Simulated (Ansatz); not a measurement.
The figure comes from a scan of InAs (zinc blende): one In atom of a 2-atom cell moves by s along Cartesian [111], with its periodic images. Computed with PBE (plane waves to 420 eV, PAW, scalar-relativistic; Ansatz, an electronic-structure program). k mesh 8×8×8 (Γ-centred), Fermi-Dirac smearing 0.05 eV. Energies are smeared free energies. Left out: 1 of 11 points, with atoms too close for the PAW data. With partly filled bands, energies and forces of such displacements shift with the k mesh and the smearing. At this level the bands of InAs touch or barely overlap; measurements give the solid a gap. InAs was relaxed with its symmetry unable to fall. The zero of ΔE is the undisplaced structure.

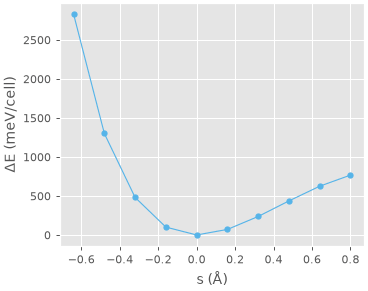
Figure. ΔE (meV/cell) against s (Å); one marker a computed point.

**Question.** Turn the plot into a table (rounded to what can be read).

**Answer.** To the nearest 50:

```csv
s (Å),ΔE (meV/cell)
-0.640,2850
-0.480,1300
-0.320,500
-0.160,100
0.000,0
0.160,50
0.320,250
0.480,450
0.640,600
0.800,750
```

(A displaced cell: forces are minus the slopes of the energy, force constants its curvatures, and phonons follow from these.)
